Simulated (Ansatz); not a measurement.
# TaCu3Se3O: complex band structure, part 2 of 3

Wanted: the relaxed cell of TaCu3Se3O, its band edges and its decay constants. It is built by putting O for S in the TaCu3Se3S structure of space group R3m, with the volume rescaled by atomic radii. The parent structure comes from the Materials Project.

Ansatz 0.2.0; r2SCAN DFT, plane waves, PAW files (the session's first sound run).

So far. Step 2 (Relaxing the new crystal): The largest force component on a free atom ends at 0.0079 eV/Å.

The structure was built from a prototype and need not be the compound's stable phase.

### 3. Band edges

The energy window and the wavevectors of the next steps follow from the band edges, so these are searched first, off the mesh as well.

input.yaml

```yaml
crystal:
  lattice:
    - [3.825060463, 2.208399688, 3.367456369]
    - [-3.825060463, 2.208399688, 3.367456369]
    - [0.0, -4.416799376, 3.367456369]
  atoms:
    - { symbol: Ta, position: [1.0080445965, 1.0080445965, 1.0080445965] }
    - { symbol: Cu, position: [0.5066333046, 0.0059878575, 0.0059878575] }
    - { symbol: Cu, position: [0.0059878575, 0.5066333046, 0.0059878575] }
    - { symbol: Cu, position: [0.0059878575, 0.0059878575, 0.5066333046] }
    - { symbol: Se, position: [0.7526769112, 0.7526769112, 0.277235602] }
    - { symbol: Se, position: [0.7526769112, 0.277235602, 0.7526769112] }
    - { symbol: Se, position: [0.277235602, 0.7526769112, 0.7526769112] }
    - { symbol: O, position: [0.1907559595, 0.1907559595, 0.1907559595] }
kpoints:
  mp_grid: { grid: [4, 4, 4] }
  band_path: { path: [VBM, CBM], npoints: 30 }
scf:
  occupations: { method: fixed }
hamiltonian:
  xc: r2scan
output:
  eigenvalues: true
  write_potential: true
  write_density: true
  volumetric_format: npy
  elf: true
```

Command:

```
ansatz run input.yaml --threads 2 --pin off --max-ram 4096MiB --backend cpu --events-out ev --progress --plain --runs-dir out
```

Numbers of over 12 decimals in the logs are rounded to 6 here.

The program printed:

```text
[...]
Crystal: 8 atoms, lattice volume = 170.675 Å³
Basis set: ecut = 500 eV, 4333 PW (Γ), exchange–correlation on 180×180×180 points (64 copies of the dense FFT grid, shifted against one another)
Bands: 75, of which v1, the nominal top of the filled ones, is band 62 counted from 1 (61 counted from 0)
Symmetry: 6 space group operations
[...]
k-points: 13 of 64 (time reversal used)
[...]
SCF iter   1: F=—  HF=-46844.376109 eV  |F-HF|=—  |Δ(HF+E_count)|=         —  Δρ=2.52e-2  dr2=7.44e-1  dr2_τ=9.29e-2  ethr=1.77e-3  ⟨swp⟩=5.0  Hψ=3109  notcnv=0  defer=138
[...]
SCF iter  10: F=-46844.309779 eV  HF=-46844.309779 eV  |F-HF|=2.89e-8  |Δ(HF+E_count)|=   1.80e-7  Δρ=6.22e-6  dr2=9.51e-8  dr2_τ=5.50e-9  ethr=8.06e-11  ⟨swp⟩=8.8  Hψ=3892  notcnv=0
SCF 1 converged in 10 iterations: F = -46844.309779 eV  dr2 = 9.51e-8
[...]
NSCF: frozen V_eff on 32 k-points
[...]
SCF converged after 10 iterations
Free energy (F): -46844.309779 eV
[...]
Internal energy: -46844.309779 eV  (E = F + TS)
E sigma→0 (E₀):  -46844.309779 eV
Fermi energy:    8.085378 eV
[...]
--- Band table (eV; the first three rows and the last of 13) ---
  k-point 0: bands = [... 58 lower, 6.6978, 7.4705, 7.4705, 7.7682, 9.6233, 10.1844, 10.1990, 10.1990, ... 9 higher]
  k-point 1: bands = [... 58 lower, 6.6974, 7.1816, 7.3034, 7.5891, 9.7959, 10.4704, 10.5001, 10.7100, ... 9 higher]
  k-point 2: bands = [... 58 lower, 6.7524, 6.8386, 7.1107, 7.5196, 9.7673, 10.6258, 10.7533, 11.1126, ... 9 higher]
  k-point 12: bands = [... 58 lower, 6.3619, 7.8279, 7.8279, 8.0854, 10.3348, 10.3348, 10.6702, 11.4619, ... 9 higher]
```

It took 86 s on 2 threads of Arm Neoverse V2, shared host; peak memory 0.95 GiB; 2.9 min of CPU time.

Numbers from this step:

```
Fermi energy        : 8.085 eV
gap on the k-mesh   : 1.538 eV
gap on path         : 1.538 eV, by band count; negative where bands overlap
direct gap on path  : 1.855 eV
edge places on path : 0, 0.9329 1/A along the path
```

Electronic bands along the path, in eV, zero at the Fermi level (highest filled level under fixed occupations); v1 is the highest filled band, c1 the lowest empty one:

| point | v4 | v3 | v2 | v1 | c1 | c2 | c3 | c4 |
| --- | --- | --- | --- | --- | --- | --- | --- | --- |
| VBM | -1.72 | -0.26 | -0.26 | 0.00 | 2.25 | 2.25 | 2.58 | 3.38 |
| CBM | -1.39 | -0.61 | -0.61 | -0.32 | 1.54 | 2.10 | 2.11 | 2.11 |

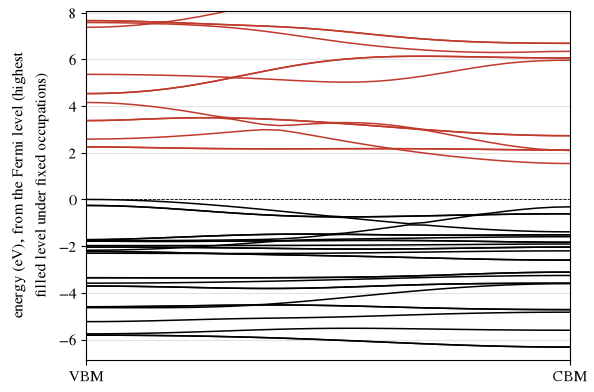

Electronic bands along the path; lines of filled and empty bands in two colours.

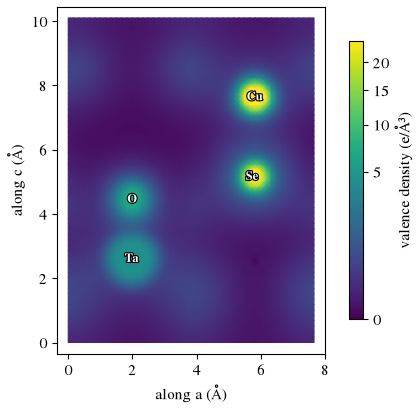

Valence density in the ac plane of the conventional cell at fractional y = 0.000, with atoms of Ta and Cu and Se and O within 0.2 Å of it. It is the smooth field of the valence electrons, not physical close to the nuclei. The map starts off the cell's origin, so that atoms lie inside it. The colour scale is stretched toward low values.

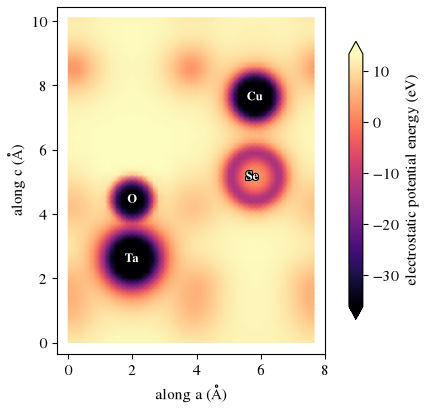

Electrostatic potential energy in the ac plane of the conventional cell at fractional y = 0.000, with atoms of Ta and Cu and Se and O within 0.2 Å of it. With pseudopotentials it is smooth inside the atoms' cores, unlike the true potential. The map starts off the cell's origin, so that atoms lie inside it.

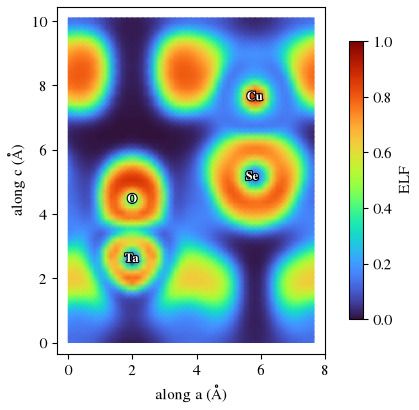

ELF in the ac plane of the conventional cell at fractional y = 0.000, with atoms of Ta and Cu and Se and O within 0.2 Å of it. It is the smooth field of the valence electrons, not physical close to the nuclei. The map starts off the cell's origin, so that atoms lie inside it.

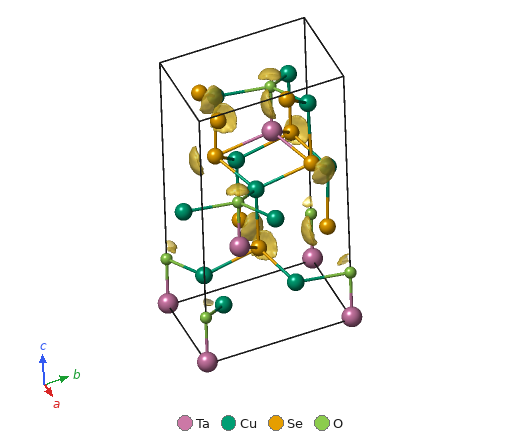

Surface of ELF = 0.84. Bonds to atoms that aren't drawn are left out.

The searched edges give 1.54 eV, as on the mesh.

### 4. Decaying states in the gap

This step: r2SCAN DFT, plane waves, PAW files; complex bands by layer matching along the plane's normal (Ansatz 0.2.0).

The same crystal is laid in a cell whose first two vectors span the (101) plane (indices of the standard conventional cell, whose axes can be ordered otherwise than in the bulk input). At fixed energy and wavevector in the plane the solver finds all kz, real and complex. A few wavevectors are listed, (0, 0) and (-0.5, -0.5) in units of the plane's reciprocal vectors; the slowest state needn't be among them.

input.yaml

```yaml
crystal:
  lattice:
    - [5.554086705, 0.0, 0.0]
    - [0.285502211, 5.546743875, 0.0]
    - [0.285502211, 0.271184781, 5.540110687]
  atoms:
    - { symbol: Ta, position: [0.0080445965, 0.0080445965, 0.0080445965] }
    - { symbol: Cu, position: [0.0059878575, 0.0059878575, 0.5066333046] }
    - { symbol: Cu, position: [0.5066333046, 0.0059878575, 0.0059878575] }
    - { symbol: Cu, position: [0.0059878575, 0.5066333046, 0.0059878575] }
    - { symbol: Se, position: [0.7526769112, 0.277235602, 0.7526769112] }
    - { symbol: Se, position: [0.277235602, 0.7526769112, 0.7526769112] }
    - { symbol: Se, position: [0.7526769112, 0.7526769112, 0.277235602] }
    - { symbol: O, position: [0.1907559595, 0.1907559595, 0.1907559595] }
kpoints:
  mp_grid: { grid: [4, 4, 4] }
scf:
  occupations: { method: fixed }
hamiltonian:
  xc: r2scan
output:
  eigenvalues: true
  transmission:
    leads: [[0, 0]]
    kpoints: [[0.0, 0.0], [-0.5, -0.5]]
    e_range: [-1.0, 2.54]
    de: 0.06
```

The program printed:

```text
[...]
Crystal: 8 atoms, lattice volume = 170.675 Å³
Basis set: ecut = 500 eV, 4333 PW (Γ), exchange–correlation on 180×180×180 points (64 copies of the dense FFT grid, shifted against one another)
Bands: 75, of which v1, the nominal top of the filled ones, is band 62 counted from 1 (61 counted from 0)
Symmetry: 6 space group operations
[...]
k-points: 13 of 64 (time reversal used)
[...]
SCF iter   1: F=—  HF=-46844.376132 eV  |F-HF|=—  |Δ(HF+E_count)|=         —  Δρ=2.52e-2  dr2=7.45e-1  dr2_τ=9.29e-2  ethr=1.77e-3  ⟨swp⟩=5.0  Hψ=3112  notcnv=0  defer=138
[...]
SCF iter  10: F=-46844.309779 eV  HF=-46844.309779 eV  |F-HF|=2.80e-8  |Δ(HF+E_count)|=   1.78e-7  Δρ=6.11e-6  dr2=9.36e-8  dr2_τ=5.51e-9  ethr=8.06e-11  ⟨swp⟩=8.9  Hψ=3871  notcnv=0
SCF 1 converged in 10 iterations: F = -46844.309779 eV  dr2 = 9.36e-8
[...]
transmission: 9 of 18 steps passed
transmission: 18 of 18 steps passed
SCF converged after 10 iterations
Free energy (F): -46844.309779 eV
[...]
Internal energy: -46844.309779 eV  (E = F + TS)
E sigma→0 (E₀):  -46844.309779 eV
Fermi energy:    8.085377 eV
[...]
--- Band table (eV; the first three rows and the last of 13) ---
  k-point 0: bands = [... 58 lower, 6.6978, 7.4705, 7.4705, 7.7682, 9.6233, 10.1844, 10.1990, 10.1990, ... 9 higher]
  k-point 1: bands = [... 58 lower, 6.6974, 7.1816, 7.3034, 7.5891, 9.7959, 10.4704, 10.5001, 10.7100, ... 9 higher]
  k-point 2: bands = [... 58 lower, 6.7524, 6.8386, 7.1107, 7.5196, 9.7673, 10.6258, 10.7533, 11.1126, ... 9 higher]
  k-point 12: bands = [... 58 lower, 6.3619, 7.8279, 7.8279, 8.0854, 10.3348, 10.3348, 10.6702, 11.4619, ... 9 higher]
--- Transmission ---
  basis      : 327 plane waves across, 9 finite elements along
  points     : 2, as listed
  energies   : 60 from -1.000000 to 2.540000 eV about the Fermi level, 0.060000 eV apart; the leads are filled to 0.768965 eV, and channels, transmission and decay are at 0.740000 eV
  crystal 0  : Cu3Se3Ta1O1, at the sites [0, 0], period 5.5401 Å: whole cells are its period
    offset         : up to 0.0000 Å between an atom of the period and one for which it stands
    channels       : 0.000000e0 a spin
    conductance    : none, the energies end too early or step too widely for 300 K: set another output.transmission.e_range or a lower de, or, where they end at an eighth of basis.ecutwfc, a higher one
    slowest decay  : 0.2130 /Å at (0.0000, 0.0000)
```

Run time: 2.3 min. Hardware: 2 threads; peak memory 1.5 GiB.

Numbers from this step:

```
level to which the leads are filled                       : 0.7690 eV from the Fermi level
decay constant at the filling level, zone centre          : 0.213 Å⁻¹
decay constant at the filling level, slowest listed point : 0.213 Å⁻¹
```

K parallel (0, 0); values up to 1.5 1/Å, a degenerate pair printed once or twice; energies at which all values exceed this have no row. Table of Im kz of the slowest decaying states by energy, zero at the highest filled level on the SCF mesh:

| energy (eV) | decay 1 (Å⁻¹) | decay 2 (Å⁻¹) | decay 3 (Å⁻¹) | decay 4 (Å⁻¹) |
| --- | --- | --- | --- | --- |
| -1.000 | 0.0836 | 0.347 | 0.403 | 0.486 |
| -0.520 | 0.185 | 0.188 | 0.395 | 0.462 |
| 0.020 | 0.185 | 0.397 | 0.412 | 0.589 |
| 0.500 | 0.217 | 0.397 | 0.413 | 0.583 |
| 0.980 | 0.198 | 0.351 | 0.397 | 0.539 |
| 1.520 | 0.0488 | 0.261 | 0.343 | 0.360 |
| 2.000 | 0.108 | 0.163 | 0.199 | 0.305 |
| 2.480 | 0.203 | 0.279 | 0.400 | 0.650 |

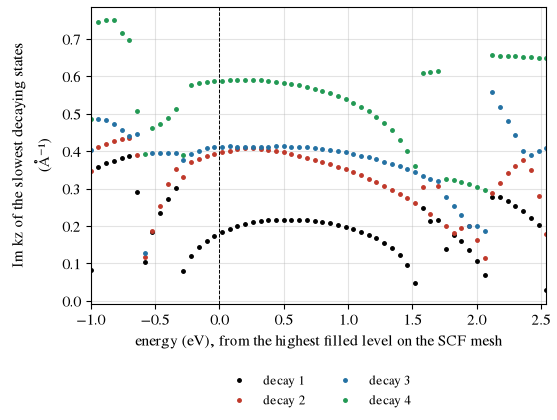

Im kz of the slowest decaying states against energy.

K parallel (-0.5, -0.5); values up to 1.5 1/Å, a degenerate pair printed once or twice; energies at which all values exceed this have no row. Table of Im kz of the slowest decaying states by energy, zero at the highest filled level on the SCF mesh:

| energy (eV) | decay 1 (Å⁻¹) | decay 2 (Å⁻¹) | decay 3 (Å⁻¹) | decay 4 (Å⁻¹) |
| --- | --- | --- | --- | --- |
| -1.000 | 0.250 | 0.389 | 0.560 | 0.648 |
| -0.520 | 0.242 | 0.444 | 0.570 | 0.662 |
| 0.020 | 0.0562 | 0.186 | 0.421 | 0.474 |
| 0.500 | 0.239 | 0.271 | 0.483 | 0.604 |
| 0.980 | 0.291 | 0.301 | 0.468 | 0.562 |
| 1.520 | 0.292 | 0.297 | 0.424 | 0.502 |
| 2.000 | 0.240 | 0.240 | 0.327 | 0.411 |
| 2.480 | 0.116 | 0.134 | 0.208 | 0.314 |

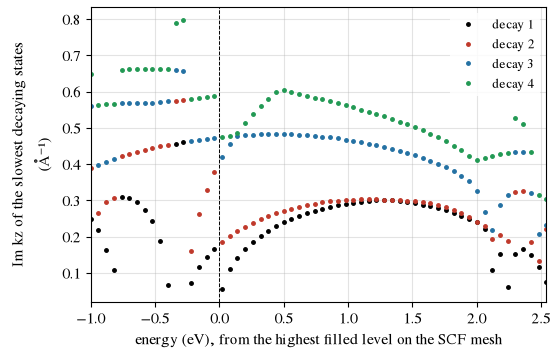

Im kz of the slowest decaying states, plotted against energy.

At the listed wavevectors the last open channel is at -0.04 eV and the next at +1.58 eV on the grid. At +0.74 eV, the grid energy nearest the filling level (the middle of the gap on the SCF mesh), the slowest state at the listed wavevectors decays with κ = 0.213 Å⁻¹, its amplitude falling by e over 4.7 Å. Through 1 nm of this crystal that state's transmission falls by exp(−2 × 0.213 Å⁻¹ × 10 Å) = 0.014.

### 5. Decay over the two-dimensional zone

The listed points could miss the slowest state, so one energy near mid-gap is solved on a mesh of 8×8.

Changes to input.yaml since step 4:

```diff
@@ -22,6 +22,2 @@
   eigenvalues: true
-  transmission:
-    leads: [[0, 0]]
-    kpoints: [[0.0, 0.0], [-0.5, -0.5]]
-    e_range: [-1.0, 2.54]
-    de: 0.06
+  transmission: { leads: [[0, 0]], kmesh: [8, 8], e_range: [0.77, 0.78], de: 0.05 }
```

The program printed:

```text
[...]
Crystal: 8 atoms, lattice volume = 170.675 Å³
Basis set: ecut = 500 eV, 4333 PW (Γ), exchange–correlation on 180×180×180 points (64 copies of the dense FFT grid, shifted against one another)
Bands: 75, of which v1, the nominal top of the filled ones, is band 62 counted from 1 (61 counted from 0)
Symmetry: 6 space group operations
[...]
k-points: 13 of 64 (time reversal used)
[...]
SCF iter   1: F=—  HF=-46844.376132 eV  |F-HF|=—  |Δ(HF+E_count)|=         —  Δρ=2.52e-2  dr2=7.45e-1  dr2_τ=9.29e-2  ethr=1.77e-3  ⟨swp⟩=5.0  Hψ=3112  notcnv=0  defer=138
[...]
SCF iter  10: F=-46844.309779 eV  HF=-46844.309779 eV  |F-HF|=2.80e-8  |Δ(HF+E_count)|=   1.78e-7  Δρ=6.11e-6  dr2=9.36e-8  dr2_τ=5.51e-9  ethr=8.06e-11  ⟨swp⟩=8.9  Hψ=3871  notcnv=0
SCF 1 converged in 10 iterations: F = -46844.309779 eV  dr2 = 9.36e-8
[...]
transmission: 32 of 168 steps passed
transmission: 64 of 168 steps passed
[...]
transmission: 168 of 168 steps passed
SCF converged after 10 iterations
Free energy (F): -46844.309779 eV
[...]
Internal energy: -46844.309779 eV  (E = F + TS)
E sigma→0 (E₀):  -46844.309779 eV
Fermi energy:    8.085377 eV
[...]
--- Band table (eV; the first three rows and the last of 13) ---
  k-point 0: bands = [... 58 lower, 6.6978, 7.4705, 7.4705, 7.7682, 9.6233, 10.1844, 10.1990, 10.1990, ... 9 higher]
  k-point 1: bands = [... 58 lower, 6.6974, 7.1816, 7.3034, 7.5891, 9.7959, 10.4704, 10.5001, 10.7100, ... 9 higher]
  k-point 2: bands = [... 58 lower, 6.7524, 6.8386, 7.1107, 7.5196, 9.7673, 10.6258, 10.7533, 11.1126, ... 9 higher]
  k-point 12: bands = [... 58 lower, 6.3619, 7.8279, 7.8279, 8.0854, 10.3348, 10.3348, 10.6702, 11.4619, ... 9 higher]
--- Transmission ---
  basis      : 327 plane waves across, 8 finite elements along
  points     : 21, standing for a mesh of 8 x 8
  energies   : 1 from 0.770000 to 0.770000 eV about the Fermi level; the leads are filled to 0.768965 eV, and channels, transmission and decay are at 0.770000 eV
[...]
channels       : 0.000000e0 a spin
    conductance    : none, crystal 0 has no channel at the energies, or these end too early or step too widely for 300 K: set another output.transmission.e_range or a lower de, or, where they end at an eighth of basis.ecutwfc, a higher one
    slowest decay  : 0.2117 /Å at (0.0000, 0.0000)
```

Elapsed: 1.9 min, on 2 threads; peak memory 1.7 GiB.

This step gave:

```
least decay constant on the mesh : 0.2117 Å⁻¹
```

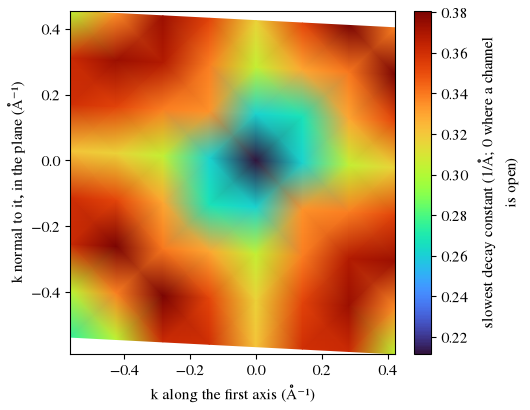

Slowest decay constant (1/Å; 0 where a channel is open) over k1 and k2. At 0.7700 eV from the Fermi level.

The least value on the mesh is 0.212 Å⁻¹ at +0.77 eV. At that energy the listed points give about 0.212 Å⁻¹ by interpolation, so the mesh holds no clearly slower state.

### 6. Band edges at another level, cutoff 420 eV

This step: LDA DFT, plane waves, PAW files (Ansatz 0.2.0).

The edges again with LDA, at the same atoms. Against that run the cutoff is 420 eV against 500.

input.yaml

```yaml
crystal:
  lattice:
    - [3.825060463, 2.208399688, 3.367456369]
    - [-3.825060463, 2.208399688, 3.367456369]
    - [0.0, -4.416799376, 3.367456369]
  atoms:
    - { symbol: Ta, position: [1.0080445965, 1.0080445965, 1.0080445965] }
    - { symbol: Cu, position: [0.5066333046, 0.0059878575, 0.0059878575] }
    - { symbol: Cu, position: [0.0059878575, 0.5066333046, 0.0059878575] }
    - { symbol: Cu, position: [0.0059878575, 0.0059878575, 0.5066333046] }
    - { symbol: Se, position: [0.7526769112, 0.7526769112, 0.277235602] }
    - { symbol: Se, position: [0.7526769112, 0.277235602, 0.7526769112] }
    - { symbol: Se, position: [0.277235602, 0.7526769112, 0.7526769112] }
    - { symbol: O, position: [0.1907559595, 0.1907559595, 0.1907559595] }
kpoints:
  mp_grid: { grid: [4, 4, 4] }
  band_path: { path: [VBM, CBM], npoints: 30 }
scf:
  occupations: { method: fixed }
hamiltonian:
  xc: lda
output:
  eigenvalues: true
```

The program printed:

```text
[...]
Crystal: 8 atoms, lattice volume = 170.675 Å³
Basis set: ecut = 420 eV, 3335 PW (Γ)
Bands: 75, of which v1, the nominal top of the filled ones, is band 62 counted from 1 (61 counted from 0)
Symmetry: 6 space group operations
[...]
k-points: 13 of 64 (time reversal used)
[...]
SCF iter   1: F=—  HF=-46056.955728 eV  |F-HF|=—  |Δ(HF+E_count)|=         —  Δρ=1.35e-2  dr2=2.13e-1  ethr=1.77e-3  ⟨swp⟩=5.0  Hψ=3110  notcnv=0  defer=137
[...]
SCF iter  10: F=-46056.913698 eV  HF=-46056.913698 eV  |F-HF|=3.81e-9  |Δ(HF+E_count)|=   2.84e-8  Δρ=2.35e-6  dr2=1.81e-8  ethr=8.06e-11  ⟨swp⟩=9.5  Hψ=3174  notcnv=0
SCF 1 converged in 10 iterations: F = -46056.913698 eV  dr2 = 1.81e-8
[...]
SCF converged after 10 iterations
Free energy (F): -46056.913698 eV
[...]
Internal energy: -46056.913698 eV  (E = F + TS)
E sigma→0 (E₀):  -46056.913698 eV
Fermi energy:    7.955502 eV
[...]
--- Band table (eV; the first three rows and the last of 13) ---
  k-point 0: bands = [... 58 lower, 6.5783, 7.3076, 7.3076, 7.5827, 8.9801, 9.7274, 9.8465, 9.8465, ... 9 higher]
  k-point 1: bands = [... 58 lower, 6.5422, 6.9719, 7.1423, 7.4156, 9.3485, 10.0829, 10.1297, 10.2416, ... 9 higher]
  k-point 2: bands = [... 58 lower, 6.5842, 6.6352, 6.9520, 7.3605, 9.3927, 10.2203, 10.4234, 10.6823, ... 9 higher]
  k-point 12: bands = [... 58 lower, 6.1633, 7.6802, 7.6802, 7.9555, 10.0086, 10.0086, 10.1019, 10.9479, ... 9 higher]
```

Wall time 54 s (2 threads); peak memory 0.57 GiB; 1.8 min of CPU time.

This step gave:

- free energy: -46056.9137 eV
- Fermi energy: 7.956 eV
- gap on the k-mesh: 1.025 eV
- gap on path: 1.025 eV, by band count; negative where bands overlap
- direct gap on path: 1.397 eV

Electronic bands along the path, in eV, zero at the Fermi level (highest filled level under fixed occupations); v1 is the highest filled band, c1 the lowest empty one:

| point | v4 | v3 | v2 | v1 | c1 | c2 | c3 | c4 |
| --- | --- | --- | --- | --- | --- | --- | --- | --- |
| VBM | -1.79 | -0.28 | -0.28 | 0.00 | 2.05 | 2.05 | 2.15 | 2.99 |
| CBM | -1.38 | -0.65 | -0.65 | -0.37 | 1.02 | 1.77 | 1.89 | 1.89 |

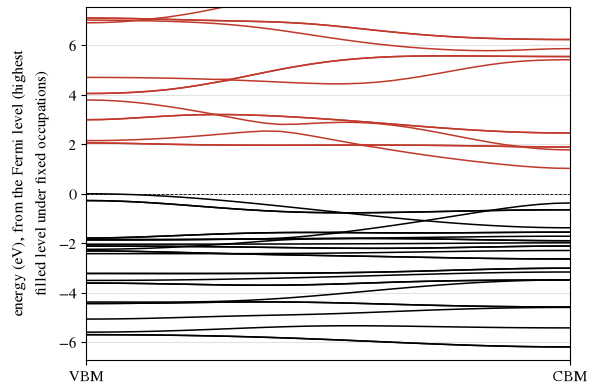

Electronic bands along the path; lines of filled and empty bands in two colours.

The searched edges give 1.02 eV, as on the mesh.

For the gap on path, step 3 gave 1.54 eV; this run, with LDA and cutoff 420 eV, gives 1.02 eV.

[end of part 2 of 3]

[Logs are printed without paths, hosts, clocks, repeated set-up lines and the standing remarks that a program may print on its own settings, such as how far it seeks lower states.]

[Hosts, paths, dates, database ids (printed as entryN), source tags and the programs' standing remarks are cut or masked in the printed files.]
